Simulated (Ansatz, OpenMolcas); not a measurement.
How methods differ on AlGeNH4O (SMILES [NH2][GeH]1[O][AlH]1)

AlGeNH4O: 8 atoms, total charge 0, spin state singlet. SMILES: `[NH2][GeH]1[O][AlH]1`. Geometry: relaxed at PBE0-D4/def2-TZVP. This is one conformer, not always the lowest.

Quantity: the vertical ionisation energy (to the doublet cation), in eV. The values are calculated.

```json
{"level": "HF/6-31G* (spherical functions)", "kind": "Hartree–Fock", "program": "Ansatz", "value (eV)": "7.40", "less CCSD(T)/6-31G*": "-0.58", "CPU time (all runs)": "17 s"}
{"level": "SVWN5/6-31G* (spherical functions)", "kind": "LDA", "program": "Ansatz", "value (eV)": "8.15", "less CCSD(T)/6-31G*": "+0.17", "CPU time (all runs)": "12 s"}
{"level": "revPBE/6-31G* (spherical functions)", "kind": "GGA", "program": "Ansatz", "value (eV)": "7.94", "less CCSD(T)/6-31G*": "-0.04", "CPU time (all runs)": "21 s"}
{"level": "M06-L/6-31G* (spherical functions)", "kind": "meta-GGA", "program": "OpenMolcas", "value (eV)": "8.02", "less CCSD(T)/6-31G*": "+0.04", "CPU time (all runs)": "3 min"}
{"level": "B3LYP/6-31G* (spherical functions)", "kind": "global hybrid", "program": "OpenMolcas", "value (eV)": "8.18", "less CCSD(T)/6-31G*": "+0.20", "CPU time (all runs)": "2.2 min"}
{"level": "wB97M-V/6-31G* (spherical functions)", "kind": "range-separated hybrid", "program": "Ansatz", "value (eV)": "8.24", "less CCSD(T)/6-31G*": "+0.26", "CPU time (all runs)": "5.1 min"}
{"level": "wB97X/6-31G* (spherical functions)", "kind": "range-separated hybrid", "program": "Ansatz", "value (eV)": "8.24", "less CCSD(T)/6-31G*": "+0.26", "CPU time (all runs)": "2.2 min"}
{"level": "B2PLYP/6-31G* (spherical functions)", "kind": "double hybrid", "program": "Ansatz", "value (eV)": "8.13", "less CCSD(T)/6-31G*": "+0.15", "CPU time (all runs)": "45 s"}
{"level": "CCSD(T)/6-31G* (spherical functions)", "kind": "coupled cluster or CI", "program": "Ansatz", "value (eV)": "7.98", "less CCSD(T)/6-31G*": "0.00", "CPU time (all runs)": "1.8 min"}
```

Differences are taken from CCSD(T)/6-31G* (spherical functions) for orientation; it has basis-set and higher-order errors of its own. All-electron rows without a relativistic Hamiltonian named are non-relativistic. The values span 7.40 to 8.24 eV. In the correlated wave-function rows the outer d shell of Ge is correlated, in sets not made for it. Times are those of the runs behind each value, whatever else they computed, on shared processors of several kinds: orders of magnitude only.

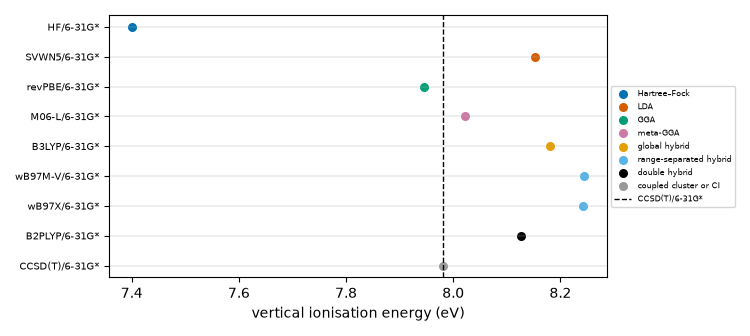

The values of the table, level by level.
